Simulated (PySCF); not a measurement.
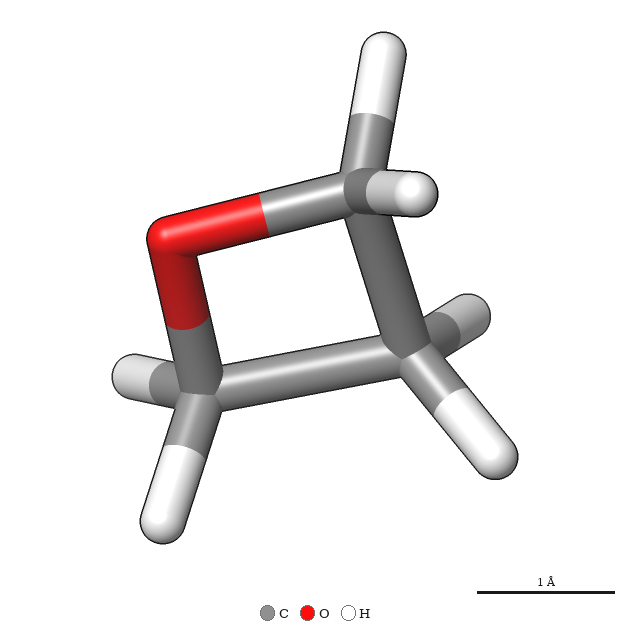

Stick drawing of a structure.

The geometry was computed by an optimisation with PBE0-D3(BJ)/def2-TZVP. No frequency run is at hand to confirm it as a minimum.

Which formula does it have?

C₃H₆O, 10 atoms: 3 carbon, 6 hydrogen and 1 oxygen.

Write the SMILES.

C1COC1

Count the bonded pairs by element.

6 C–H, 2 C–C, 2 C–O.

Does it have rings?

Independent rings (smallest set): 1 of 4 members.

More results for the same structure follow; atom numbers are the same in all pictures, views and colours differ.

**NMR shielding**

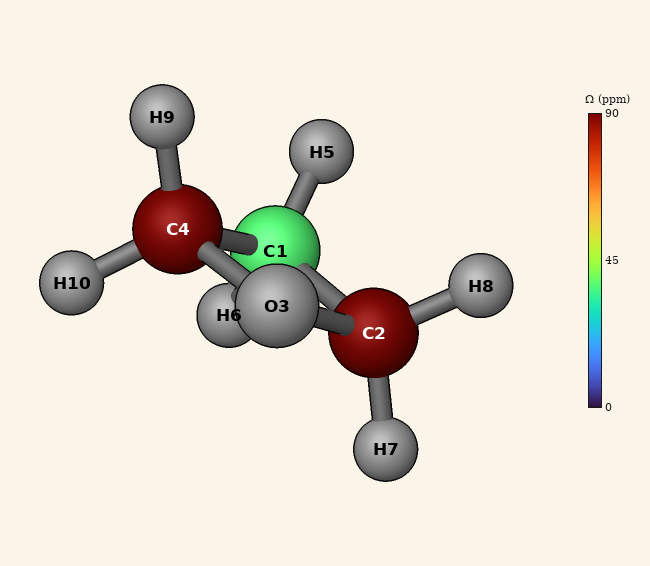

The C atoms are coloured by the span of their shielding tensor. No frequency run is at hand to confirm it as a minimum. Properties computed with GIAO B97-2/pcSseg-2 NMR shielding, non-relativistic, gas phase (PySCF 2.14.0). Principal shieldings σ11 ≤ σ22 ≤ σ33, span Ω = σ33 − σ11, skew κ = 3(σiso − σ22)/Ω.

Which C atom has the most anisotropic shielding?

C2, C4, with a span of 89 ppm.

Give the shielding tensors of the C atoms.

```json
{"atom": "C1", "σ11": "145.2", "σ22": "158.0", "σ33": "182.8", "σiso": "162.0", "Ω": "37.6", "κ": "0.32"}
{"atom": "C2, C4", "σ11": "77.5", "σ22": "84.4", "σ33": "166.7", "σiso": "109.6", "Ω": "89.2", "κ": "0.84"}
```

Shieldings and span in ppm.

**Dipole moment**

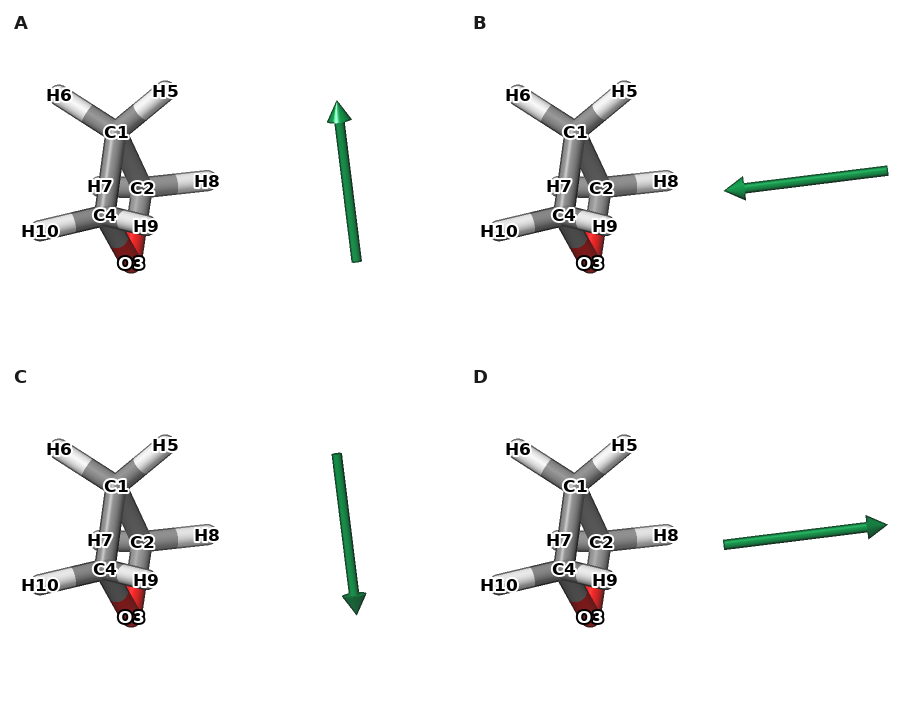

The same molecule four times, each with an arrow. No frequency run is at hand to confirm it as a minimum. Method: WP04/pcSseg-2 in chloroform (IEF-PCM) (PySCF 2.14.0).

Which arrow points along the dipole moment, from the negative to the positive end?

A. The dipole moment is 2.43 D; it points from the side of O3 to the side of H5, H6 (the outermost atoms at the two ends).

**Bond orders**

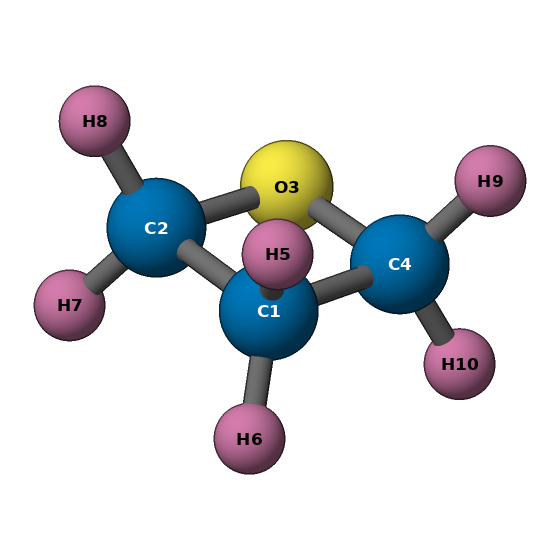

Every bond is drawn as one stick. No frequency run is at hand to confirm it as a minimum. Method: PBE0/pcSseg-2 (PySCF 2.14.0).

List the Mayer bond orders of C1–C2, C1–H5, C2–O3, C2–H8, C2–H7 (one bond of each equivalent set). Atoms whose distances differ by more than 0.02 Å in this geometry are listed apart.

| bond | Mayer order | length (Å) |
| --- | --- | --- |
| C1–C2 | 1.02 | 1.532 |
| C1–H5 | 0.99 | 1.089 |
| C2–O3 | 0.97 | 1.434 |
| C2–H8 | 0.97 | 1.095 |
| C2–H7 | 0.97 | 1.095 |
